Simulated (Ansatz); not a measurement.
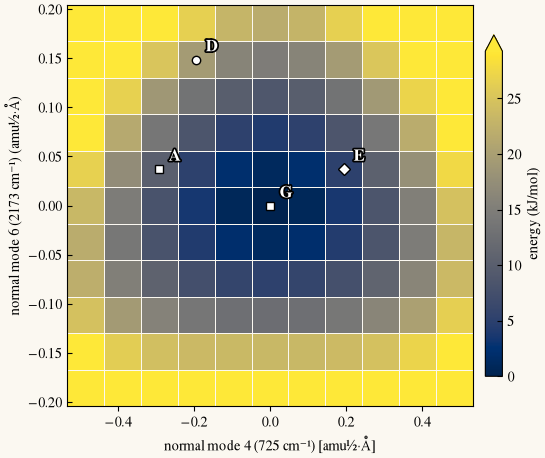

ClFGeH, SMILES [F][GeH][Cl], spin multiplicity 2. First axis: normal mode 4 (725 cm⁻¹). Second axis: normal mode 6 (2173 cm⁻¹). Nothing is relaxed (straight displacements along the two mass-weighted modes). The grid has 11 × 11 points. Energies: kJ/mol, counted from the lowest grid point. Method: Ansatz 0.2.0, UHF/def2-TZVP.

In the figure: one coloured cell a grid point, one colour for all values above the top of the scale, lettered points.

Is E the lowest point of the computed grid?

No. E lies 5.1 kJ/mol above the lowest grid point, which is at normal mode 4 (725 cm⁻¹) = 0.000 amu½·Å, normal mode 6 (2173 cm⁻¹) = 0.000 amu½·Å.

Rank the lettered points by energy, lowest first.

G (0.0 kJ/mol), E (5.1 kJ/mol), A (10.1 kJ/mol), D (19.4 kJ/mol).
